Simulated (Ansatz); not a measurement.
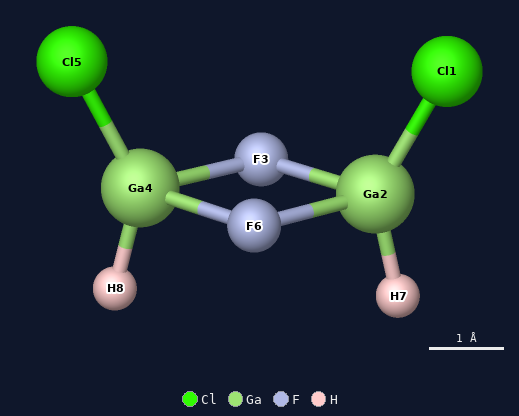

**Figure 1.** The structure as given in the input (ball-and-stick view, seen at a tilt; atoms are numbered from 1 in the order of the input). Sticks mark near contacts. Bond lengths as drawn: Cl–Ga 2.06 Å, F–Ga 2.03 Å and Ga–H 1.51 Å.

Geometry relaxation of Ga$_{2}$H$_{2}$Cl$_{2}$F$_{2}$

The run: geometry relaxation of Ga$_{2}$H$_{2}$Cl$_{2}$F$_{2}$, SMILES [Cl][GaH-]1[F+][GaH-]([Cl])[F+]1. Method and program: RKS PBE0-D4/def2-TZVP (Ansatz 0.2.0).

The geometry: GFN2-xTB start. Figures and captions count atoms from 1; the log counts them from 0 in places.

The input:
```yaml
crystal:
  periodic: [false, false, false]
  atoms:
    - {symbol: Cl, position_ang: [0.380140, 2.479470, 1.811980]}
    - {symbol: Ga, position_ang: [1.115790, 0.960280, 0.637840]}
    - {symbol: F, position_ang: [0.008440, 0.686570, -1.037240]}
    - {symbol: Ga, position_ang: [-0.995310, -1.041400, -0.706010]}
    - {symbol: Cl, position_ang: [-2.990890, -0.715980, -0.333390]}
    - {symbol: F, position_ang: [0.143050, -0.790120, 0.952390]}
    - {symbol: H, position_ang: [2.440580, 0.416130, 0.146120]}
    - {symbol: H, position_ang: [-0.101790, -1.994950, -1.471690]}
basis:
  gaussian: {orbitals: def2-TZVP}
hamiltonian: {xc: pbe0, dispersion: d4}
relax: {f_tol: 0.005, max_steps: 150}
```

Launched with:
```bash
ansatz run in.yaml --threads 4 --pin off --events-out ev --progress --plain --max-ram 10444MiB
```

Output:
```
Functional definition: PBE0
  name "PBE0"
  cite "Adamo & Barone, J. Chem. Phys. 110, 6158 (1999) doi:10.1063/1.478522"
  cite "Perdew, Burke & Ernzerhof, Phys. Rev. Lett. 77, 3865 (1996) doi:10.1103/PhysRevLett.77.3865"
  parent pbe
  parameter a = 0.25
  parameter kappa = 0.804
  parameter beta = 0.06672455060314922
  exchange = (1 - a)*pbe_x(kappa = kappa, mu = beta*pi^2/3) + a*exact_x
  correlation = pbe_c(beta = beta)
1762 factors; their error is unknown
mean field evaluation 1: about -135244.9618 eV, gradient 5.8e1 eV
mean field evaluation 2: about -135237.0767 eV, gradient 9.9e1 eV
mean field evaluation 4: about -135249.4258 eV, gradient 3.1e0 eV
mean field evaluation 8: about -135249.4402 eV, gradient 3.0e-2 eV
mean field evaluation 16: about -135249.9064 eV, gradient 5.8e-5 eV
mean field -135249.90639169 eV, -4970.3423842155 hartree, gradient 5.8e-5 eV, S^2 0.000000; 0 other end points of the search recorded, 0 dependent functions left out
the calculation of the forces begins
reference -135249.90642677 eV, -4970.3423855047 hartree; 58, 58 occupied and 186, 186 virtual orbitals, 1762 factors
relax step   1: F+E_penalty+E_count = -135250.13312275 eV  Δ(F+E_penalty+E_count) = +0.000e0 eV  max|allowed force component| = 2.412e0 eV/Å  Δτ_max = 0.0000 Å  (28 SCF iters, accepted)
these checks for a lower state are left out or cut short: starts, cluster_reference, orbital_swaps, neighbouring_geometries, increment
1762 factors; their error is unknown
mean field -135250.25150201 eV, -4970.3550667856 hartree, gradient 5.7e-6 eV, S^2 0.000000; 0 other end points of the search recorded, 0 dependent functions left out
the calculation of the forces begins
reference -135250.25153681 eV, -4970.3550680646 hartree; 58, 58 occupied and 186, 186 virtual orbitals, 1762 factors
relax step   2: F+E_penalty+E_count = -135250.48428286 eV  Δ(F+E_penalty+E_count) = -3.512e-1 eV  max|allowed force component| = 8.295e-1 eV/Å  Δτ_max = 0.1126 Å  (31 SCF iters, accepted)
these checks for a lower state are left out or cut short: starts, cluster_reference, orbital_swaps, neighbouring_geometries, increment
1762 factors; their error is unknown
mean field -135250.33417289 eV, -4970.3581048847 hartree, gradient 1.6e-5 eV, S^2 0.000000; 0 other end points of the search recorded, 0 dependent functions left out
the calculation of the forces begins
reference -135250.33420776 eV, -4970.3581061661 hartree; 58, 58 occupied and 186, 186 virtual orbitals, 1762 factors
relax step   3: F+E_penalty+E_count = -135250.56724986 eV  Δ(F+E_penalty+E_count) = -8.297e-2 eV  max|allowed force component| = 3.531e-1 eV/Å  Δτ_max = 0.1945 Å  (31 SCF iters, accepted)
these checks for a lower state are left out or cut short: starts, cluster_reference, orbital_swaps, neighbouring_geometries, increment
1762 factors; their error is unknown
mean field evaluation 32: about -135249.8595 eV, gradient 4.2e0 eV
mean field -135250.35374215 eV, -4970.3588240416 hartree, gradient 1.1e-5 eV, S^2 0.000000; 0 other end points of the search recorded, 0 dependent functions left out
the calculation of the forces begins
reference -135250.35377699 eV, -4970.3588253218 hartree; 58, 58 occupied and 186, 186 virtual orbitals, 1762 factors
relax step   4: F+E_penalty+E_count = -135250.58845136 eV  Δ(F+E_penalty+E_count) = -2.120e-2 eV  max|allowed force component| = 5.679e-2 eV/Å  Δτ_max = 0.0720 Å  (31 SCF iters, accepted)
these checks for a lower state are left out or cut short: starts, cluster_reference, orbital_swaps, neighbouring_geometries, increment
1762 factors; their error is unknown
mean field -135250.35440567 eV, -4970.3588484255 hartree, gradient 8.4e-6 eV, S^2 0.000000; 0 other end points of the search recorded, 0 dependent functions left out
the calculation of the forces begins
reference -135250.35444050 eV, -4970.3588497056 hartree; 58, 58 occupied and 186, 186 virtual orbitals, 1762 factors
relax step   5: F+E_penalty+E_count = -135250.58934427 eV  Δ(F+E_penalty+E_count) = -8.929e-4 eV  max|allowed force component| = 5.280e-2 eV/Å  Δτ_max = 0.0112 Å  (31 SCF iters, accepted)
these checks for a lower state are left out or cut short: starts, cluster_reference, orbital_swaps, neighbouring_geometries, increment
1762 factors; their error is unknown
mean field -135250.35572535 eV, -4970.3588969229 hartree, gradient 9.6e-6 eV, S^2 0.000000; 0 other end points of the search recorded, 0 dependent functions left out
the calculation of the forces begins
reference -135250.35576015 eV, -4970.3588982018 hartree; 58, 58 occupied and 186, 186 virtual orbitals, 1762 factors
relax step   6: F+E_penalty+E_count = -135250.59164380 eV  Δ(F+E_penalty+E_count) = -2.300e-3 eV  max|allowed force component| = 4.784e-2 eV/Å  Δτ_max = 0.0333 Å  (30 SCF iters, accepted)
these checks for a lower state are left out or cut short: starts, cluster_reference, orbital_swaps, neighbouring_geometries, increment
1762 factors; their error is unknown
mean field -135250.35676365 eV, -4970.3589350796 hartree, gradient 1.5e-5 eV, S^2 0.000000; 0 other end points of the search recorded, 0 dependent functions left out
the calculation of the forces begins
reference -135250.35679846 eV, -4970.3589363589 hartree; 58, 58 occupied and 186, 186 virtual orbitals, 1762 factors
relax step   7: F+E_penalty+E_count = -135250.59621872 eV  Δ(F+E_penalty+E_count) = -4.575e-3 eV  max|allowed force component| = 8.729e-2 eV/Å  Δτ_max = 0.1356 Å  (30 SCF iters, accepted)
these checks for a lower state are left out or cut short: starts, cluster_reference, orbital_swaps, neighbouring_geometries, increment
1762 factors; their error is unknown
mean field evaluation 64: about -135250.3569 eV, gradient 1.3e-3 eV
mean field -135250.35692636 eV, -4970.3589410591 hartree, gradient 8.4e-6 eV, S^2 0.000000; 0 other end points of the search recorded, 0 dependent functions left out
the calculation of the forces begins
reference -135250.35696117 eV, -4970.3589423384 hartree; 58, 58 occupied and 186, 186 virtual orbitals, 1762 factors
relax step   8: F+E_penalty+E_count = -135250.59690955 eV  Δ(F+E_penalty+E_count) = -6.908e-4 eV  max|allowed force component| = 2.372e-2 eV/Å  Δτ_max = 0.0142 Å  (32 SCF iters, accepted)
these checks for a lower state are left out or cut short: starts, cluster_reference, orbital_swaps, neighbouring_geometries, increment
1762 factors; their error is unknown
mean field -135250.35691342 eV, -4970.3589405836 hartree, gradient 8.4e-6 eV, S^2 0.000000; 0 other end points of the search recorded, 0 dependent functions left out
the calculation of the forces begins
reference -135250.35694824 eV, -4970.3589418631 hartree; 58, 58 occupied and 186, 186 virtual orbitals, 1762 factors
relax step   9: F+E_penalty+E_count = -135250.59696281 eV  Δ(F+E_penalty+E_count) = -5.326e-5 eV  max|allowed force component| = 8.715e-4 eV/Å  Δτ_max = 0.0031 Å  (32 SCF iters, accepted)
```

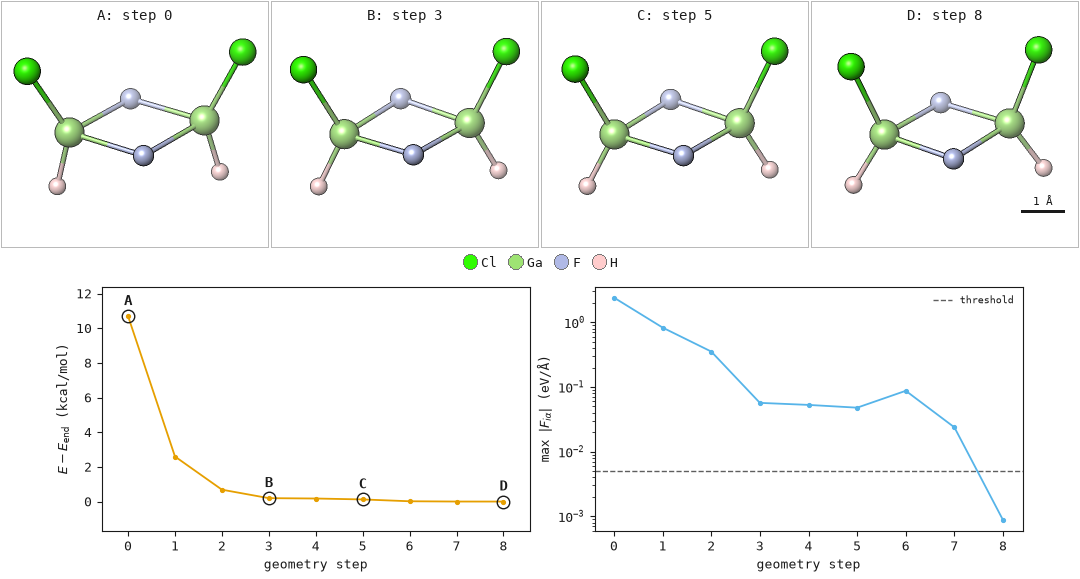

**Figure 2.** Frames of the relaxation (ball-and-stick view, seen at a tilt) above the curves, on which the letters mark them (the first geometry is step 0 here and step 1 in the log).

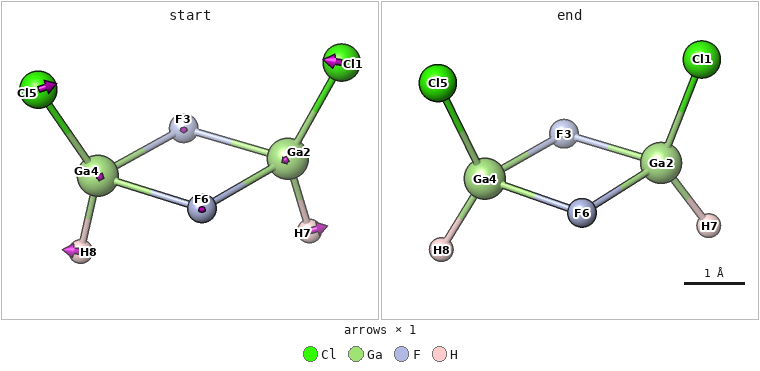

**Figure 3.** Before (left) and after (right) the relaxation, at one scale (ball-and-stick view, seen at a tilt). The pink arrows give the displacements, at true length. The largest moves after the best rigid fit, 0.35 Å, are those of Cl1 and Cl5. Largest moves by element: Cl 0.35 Å, H 0.33 Å, Ga 0.14 Å, F 0.10 Å. Among the contacts that change: F3–Ga4 2.026 → 1.929 Å, Cl1–Ga2 2.056 → 2.121 Å, Ga2–H7 1.514 → 1.540 Å. Among the angles that change: F3–Ga2–H7 99.3° → 111.3°, Cl1–Ga2–H7 139.8° → 129.7°, Cl1–Ga2–F3 112.1° → 107.0°. After 8 geometry steps the energy has fallen by 10.7 kcal/mol. The largest force component goes from 2.4 to 0.00087 eV/Å. (Atoms are counted from 1 in the order of the input.)

```
1762 factors; their error is unknown
mean field -135250.35691342 eV, -4970.3589405836 hartree, gradient 2.4e-5 eV, S^2 0.000000; 1 other end points of the search recorded, 0 dependent functions left out
the calculation of the forces begins
reference -135250.35694824 eV, -4970.3589418631 hartree; 58, 58 occupied and 186, 186 virtual orbitals, 1762 factors
Total energy: -135250.59699763 eV, -4970.3677635154 hartree
Atom 0 at     0.088297     2.320323     1.714231 Å, force    -0.000029    -0.000563    -0.000522 eV/Å
Atom 1 at     1.093120     0.852173     0.559011 Å, force     0.000306     0.000622     0.000742 eV/Å
Atom 2 at     0.085158     0.628596    -1.070400 Å, force    -0.000053     0.000061    -0.000102 eV/Å
Atom 3 at    -0.866283    -1.005180    -0.687578 Å, force    -0.000872    -0.000452    -0.000159 eV/Å
Atom 4 at    -2.845203    -0.460363    -0.152127 Å, force     0.000712     0.000168    -0.000003 eV/Å
Atom 5 at     0.216067    -0.831793     0.899685 Å, force     0.000102    -0.000033     0.000054 eV/Å
Atom 6 at     2.600560     0.656843     0.314093 Å, force     0.000058     0.000229     0.000072 eV/Å
Atom 7 at    -0.371706    -2.160599    -1.576915 Å, force    -0.000224    -0.000033    -0.000081 eV/Å
Dipole moment:     0.447755    -0.302054    -0.253739 e Å
```

Trajectory as extended XYZ (Å, eV, eV/Å), 9 frames, from step=1 to step=9:
```
8
Properties=species:S:1:pos:R:3:forces:R:3 step=1 energy=-135250.13312
Cl    0.3801    2.4795    1.8120   -0.4005   0.7087   0.5525
Ga    1.1158    0.9603    0.6378   -0.8602  -2.0731  -1.4748
F     0.0084    0.6866   -1.0372   -0.3119  -0.1348   0.6965
Ga   -0.9953   -1.0414   -0.7060    2.4116   1.0195   0.6007
Cl   -2.9909   -0.7160   -0.3334   -0.9462   0.1963   0.2092
F     0.1431   -0.7901    0.9524   -0.3834   0.6118  -0.3064
H     2.4406    0.4161    0.1461    0.5651   0.1358   0.0620
H    -0.1018   -1.9950   -1.4717   -0.0744  -0.4642  -0.3396
8
Properties=species:S:1:pos:R:3:forces:R:3 step=2 energy=-135250.48428
Cl    0.3012    2.4183    1.7723   -0.0142   0.0619   0.0474
Ga    1.0895    0.8715    0.5738   -0.4607  -0.5925  -0.4055
F    -0.0470    0.7555   -1.0523    0.1025  -0.6223   0.7713
Ga   -0.8906   -1.0054   -0.6863    0.6480   0.4588   0.3018
Cl   -2.9297   -0.6442   -0.2836   -0.0782   0.0000   0.0060
F     0.0922   -0.7868    1.0274   -0.0065   0.5647  -0.8295
H     2.5227    0.4570    0.1707   -0.0622   0.0960   0.0753
H    -0.1383   -2.0657   -1.5220   -0.1288   0.0333   0.0331
8
Properties=species:S:1:pos:R:3:forces:R:3 step=3 energy=-135250.56725
Cl    0.3025    2.4156    1.7706   -0.2100   0.1120   0.0971
Ga    1.0749    0.8638    0.5689    0.3531  -0.0702  -0.0765
F     0.0278    0.6611   -1.0286   -0.1006   0.1548  -0.0730
Ga   -0.8837   -0.9928   -0.6773    0.1464  -0.2655  -0.2066
Cl   -2.9265   -0.6451   -0.2839   -0.1728   0.1464   0.1201
F     0.1578   -0.7862    0.9235   -0.0849  -0.0313   0.1779
H     2.5672    0.6103    0.2818    0.0096  -0.0466  -0.0352
H    -0.3199   -2.1266   -1.5550    0.0591   0.0004  -0.0039
8
Properties=species:S:1:pos:R:3:forces:R:3 step=4 energy=-135250.58845
Cl    0.2577    2.4000    1.7620   -0.0163  -0.0210  -0.0144
Ga    1.0854    0.8579    0.5639    0.0568  -0.0003  -0.0043
F     0.0009    0.6839   -1.0205    0.0013   0.0206  -0.0319
Ga   -0.8747   -1.0000   -0.6832    0.0099  -0.0448  -0.0334
Cl   -2.9148   -0.6072   -0.2565    0.0231   0.0163   0.0107
F     0.1317   -0.7734    0.9454    0.0046  -0.0244   0.0285
H     2.5631    0.5524    0.2391   -0.0426   0.0242   0.0208
H    -0.2493   -2.1136   -1.5501   -0.0369   0.0294   0.0241
8
Properties=species:S:1:pos:R:3:forces:R:3 step=5 energy=-135250.58934
Cl    0.2507    2.3961    1.7596   -0.0159  -0.0250  -0.0174
Ga    1.0878    0.8572    0.5632   -0.0514   0.0183   0.0168
F     0.0066    0.6803   -1.0240    0.0033   0.0116  -0.0217
Ga   -0.8734   -1.0018   -0.6846   -0.0312   0.0371   0.0300
Cl   -2.9112   -0.6011   -0.2522    0.0281   0.0167   0.0106
F     0.1375   -0.7775    0.9425    0.0053  -0.0172   0.0167
H     2.5625    0.5614    0.2458    0.0528  -0.0001  -0.0036
H    -0.2604   -2.1146   -1.5501    0.0089  -0.0414  -0.0314
8
Properties=species:S:1:pos:R:3:forces:R:3 step=6 energy=-135250.59164
Cl    0.2221    2.3816    1.7508   -0.0146  -0.0117  -0.0077
Ga    1.0893    0.8547    0.5612   -0.0462   0.0327   0.0271
F     0.0180    0.6734   -1.0316    0.0156  -0.0016  -0.0219
Ga   -0.8701   -1.0026   -0.6854   -0.0478   0.0308   0.0261
Cl   -2.8982   -0.5761   -0.2345    0.0119   0.0135   0.0092
F     0.1489   -0.7859    0.9370    0.0171  -0.0205   0.0034
H     2.5710    0.5792    0.2585    0.0474  -0.0072  -0.0085
H    -0.2810   -2.1243   -1.5560    0.0167  -0.0360  -0.0279
8
Properties=species:S:1:pos:R:3:forces:R:3 step=7 energy=-135250.59622
Cl    0.1016    2.3280    1.7190    0.0340  -0.0489  -0.0385
Ga    1.0945    0.8503    0.5575   -0.0148   0.0693   0.0521
F     0.0756    0.6357   -1.0658    0.0189  -0.0207  -0.0003
Ga   -0.8638   -1.0060   -0.6883   -0.0873   0.0008   0.0051
Cl   -2.8524   -0.4722   -0.1603    0.0659  -0.0185  -0.0182
F     0.2064   -0.8259    0.9060    0.0185  -0.0055  -0.0204
H     2.6033    0.6520    0.3103   -0.0353  -0.0049  -0.0011
H    -0.3652   -2.1618   -1.5784    0.0000   0.0285   0.0214
8
Properties=species:S:1:pos:R:3:forces:R:3 step=8 energy=-135250.59691
Cl    0.0897    2.3214    1.7149    0.0119  -0.0128  -0.0104
Ga    1.0937    0.8518    0.5587   -0.0092   0.0181   0.0143
F     0.0830    0.6299   -1.0688    0.0045   0.0005  -0.0088
Ga   -0.8658   -1.0056   -0.6879   -0.0237   0.0045   0.0045
Cl   -2.8463   -0.4617   -0.1530    0.0178  -0.0071  -0.0066
F     0.2138   -0.8300    0.9006    0.0059  -0.0080   0.0031
H     2.6010    0.6547    0.3125   -0.0051   0.0010   0.0010
H    -0.3690   -2.1605   -1.5771   -0.0021   0.0038   0.0030
8
Properties=species:S:1:pos:R:3:forces:R:3 step=9 energy=-135250.59696
Cl    0.0883    2.3203    1.7142    0.0000  -0.0006  -0.0005
Ga    1.0931    0.8522    0.5590    0.0003   0.0006   0.0007
F     0.0852    0.6286   -1.0704   -0.0001   0.0001  -0.0001
Ga   -0.8663   -1.0052   -0.6876   -0.0009  -0.0005  -0.0002
Cl   -2.8452   -0.4604   -0.1521    0.0007   0.0002   0.0000
F     0.2161   -0.8318    0.8997    0.0001   0.0000   0.0001
H     2.6006    0.6568    0.3141    0.0001   0.0002   0.0001
H    -0.3717   -2.1606   -1.5769   -0.0002   0.0000  -0.0001
```

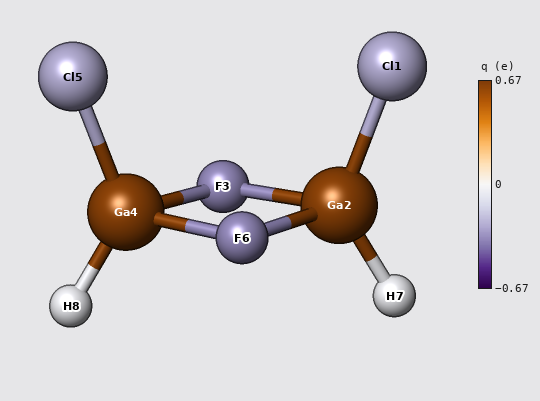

**Figure 4.** Mulliken charges, as the colour of each atom (ball-and-stick view, seen at a tilt; atoms are numbered from 1 in the order of the input). By element: Cl −0.26, Ga +0.64, F −0.34 and H −0.04 e.

Results in brief:

- outcome: converged
- total energy: −135250.5970 eV
- mean-field energy: −135250.3569 eV
- dispersion energy: −0.2400 eV
- SCF solution under orbital rotations: stable
- largest force (length of the vector) at the end: 0.001 eV/Å
- dipole moment: 2.87 D
- hardware: 4 threads of Intel Xeon @ 2.50GHz, 180 GiB of memory available, shared host
- wall time: 4 min (CPU time 9.6 min)
- peak memory: 1.1 GiB
